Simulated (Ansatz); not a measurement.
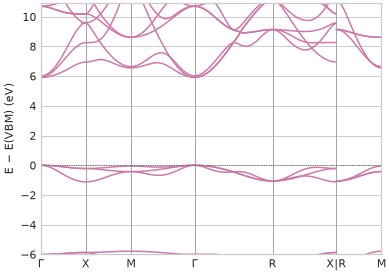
Fig. 1. Band structure from plane-wave PAW r²SCAN (Ansatz code)

Problem. Read off the gap and where the band edges lie.

Solution. About 5.9 eV (5.91 eV by a search for the band edges); maximum at Γ, minimum at Γ.

The material is CsCl (CsCl type, Pm-3m).

The r²SCAN relaxation kept the symmetry of its start. Spin–orbit coupling is left out wherever it is not named.

Potentials: the later of the program's two PAW sets.
